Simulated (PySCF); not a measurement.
**AlH (SMILES [AlH]): levels of theory compared**

Aim: a comparison of 3 runs (M06-2X/def2-TZVPPD, SVWN5/def2-TZVPPD, TPSS/def2-TZVPPD) of AlH. Input form: a Python script.

The calculation is run with PySCF 2.14.0.

5 further runs of the same task are left out: 1 that didn't finish, 4 set aside as unsound or not needed. Runs told in other sessions of the task aren't counted.

**1. The molecule**

AlH: 2 atoms, total charge 0, spin state singlet. As SMILES, `[AlH]`. The Al1–H2 distance was set to 2.420 Å, away from the relaxed value.

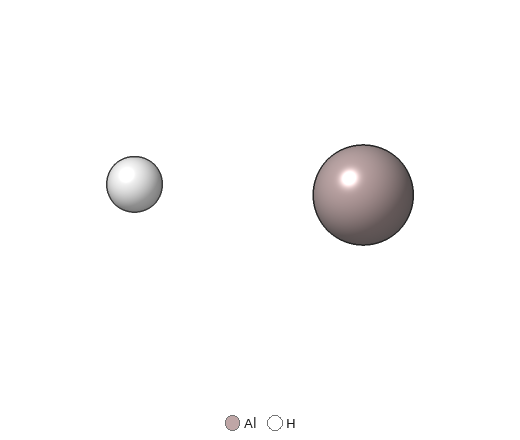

Viewed from a chosen angle; aluminium light grey, hydrogen white.

**2. A single-point energy at M06-2X/def2-TZVPPD (run 1)**

The input, input.xyz:

```xyz
2

Al     0.000000     0.000000    -0.806730
H      0.000000     0.000000     1.613470
```

The input, job.py:

```python
from pyscf import gto, dft

molecule = gto.M(
    atom='input.xyz',
    spin=0,
    max_memory=1860,
    basis='def2-tzvppd',
    verbose=3,
)

mf = dft.RKS(molecule, xc='m06-2x')
mf.grids.level = 5
mf.conv_tol = 1e-10
mf.kernel()
if not mf.converged:
    mf = mf.newton().run(mf.mo_coeff, mf.mo_occ)

etot = mf.e_tot
print('E = %.10f Eh' % etot)
```

Command:

```
$ OMP_NUM_THREADS=1 python job.py
```

What it wrote:

```text
converged SCF energy = -242.912269528325
E = -242.9122695283 Eh
```

It took 4.5 s on 1 thread of Arm Neoverse V2, shared host; peak memory 0.33 GiB.

**3. The energy at SVWN5/def2-TZVPPD (run 2)**

The input, input.py:

```python
from pyscf import gto, dft

molecule = gto.M(
    atom=[
    ('Al', (0.000000, 0.000000, -0.806730)),
    ('H', (0.000000, 0.000000, 1.613470)),
],
    verbose=4,
    basis='def2-tzvppd',
    charge=0,
    max_memory=1860,
)

myscf = dft.RKS(molecule, xc='svwn')
myscf.conv_tol = 1e-10
myscf.grids.level = 5
myscf.kernel()
if not myscf.converged:
    myscf = myscf.newton().run(myscf.mo_coeff, myscf.mo_occ)

e_final = myscf.e_tot
print('E(%s) = %.9f' % ('SVWN5', e_final))
```

Command:

```
$ OMP_NUM_THREADS=1 python input.py
```

What it wrote:

```text
PySCF version 2.14.0

[... 72 lines left out ...]
converged SCF energy = -241.874259073288
E(SVWN5) = -241.874259073
```

Run time: 1.8 s. Hardware: 1 thread of Arm Neoverse V2, shared host; peak memory 0.19 GiB.

**4. The energy at TPSS/def2-TZVPPD (run 3)**

The input, job.py:

```python
from pyscf import gto, dft

mol = gto.M(
    atom='''
Al       0.000000       0.000000      -0.806730
H        0.000000       0.000000       1.613470
''',
    max_memory=1860,
    verbose=3,
    basis='def2-tzvppd',
    spin=0,
)

ks = dft.RKS(mol, xc='tpss')
ks.conv_tol = 1e-10
ks.grids.level = 5
ks.kernel()
if not ks.converged:
    ks = ks.newton().run(ks.mo_coeff, ks.mo_occ)

energy = ks.e_tot
print('Final energy', energy)
```

Command:

```
$ OMP_NUM_THREADS=1 python job.py
```

What it wrote:

```text
converged SCF energy = -242.954495317755
Final energy -242.9544953177549
```

Wall time 4.8 s (1 thread of Arm Neoverse V2, shared host); peak memory 0.33 GiB.

**5. All runs side by side**

| run | level | energy (Eh) | dipole moment (D) | HOMO energy (eV) | LUMO energy (eV) | wall time |
| --- | --- | --- | --- | --- | --- | --- |
| 1 | M06-2X/def2-TZVPPD | -242.912270 | 3.64 | -6.43 | -1.52 | 4.5 s |
| 2 | SVWN5/def2-TZVPPD | -241.874259 | 3.00 | -4.81 | -3.05 | 1.8 s |
| 3 | TPSS/def2-TZVPPD | -242.954495 | 3.06 | -4.94 | -2.88 | 4.8 s |

**6. Results**

| quantity | value |
| --- | --- |
| run 3: total energy | -242.95450 Eh |
| run 3: dipole moment | 3.06 D |
| run 3: HOMO energy | -4.94 eV |
| run 3: LUMO energy | -2.88 eV |
| run 3: HOMO–LUMO gap | 2.06 eV |

In words: The dipole moment (its size) runs from 3.00 D (SVWN5/def2-TZVPPD) to 3.64 D (M06-2X/def2-TZVPPD). The HOMO–LUMO gap runs from 1.76 eV (SVWN5/def2-TZVPPD) to 4.91 eV (M06-2X/def2-TZVPPD). Totals of different functionals can't be ranked against each other. In all runs a closed-shell determinant meets a far-stretched bond; if it breaks into open shells, such a determinant describes it badly, and no broken-symmetry solution was shown. All runs together took 11 s, the longest 4.8 s.
